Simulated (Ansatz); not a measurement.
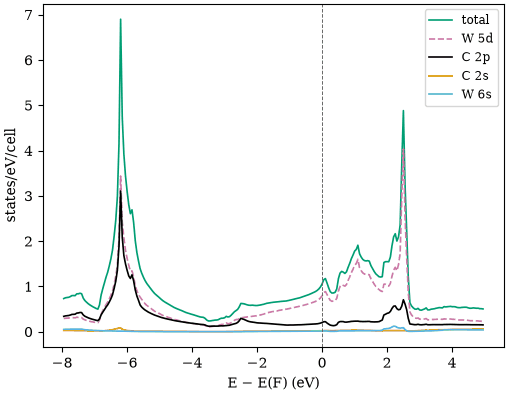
Fig. 1. Total and projected density of states of WC (rock salt, space group No. 225), LDA in the plane-wave PAW code Ansatz

Q: Which orbitals carry the states next to the Fermi level?

A: Within 0.5 eV of the Fermi level: W 5d 76 %, C 2p 18 %. Projections are on Löwdin-orthogonalised atomic valence shells; empty p or d shells of many metals are not among them.

Q: Where is the tallest occupied peak in this window, and what makes it?

A: Near -6.2 eV, about 6.9 states/eV per cell; the largest projected share is W 5d.

Space group Fm-3m (rock salt). The workflow started from a Materials Project entry (that database holds measured and hypothetical structures alike); the Crystallography Open Database copy checked does not list it. It is not the phase usual at ambient conditions (space group No. 187). The cell was relaxed with LDA under the symmetry of its start; of distortions, only those at the zone centre were tested. The run is not spin-polarised. Its formation energy is positive at this level, so the cell may be metastable or incomplete. Spin–orbit coupling is left out wherever it is not named.

Potentials: the later of the program's two PAW sets.
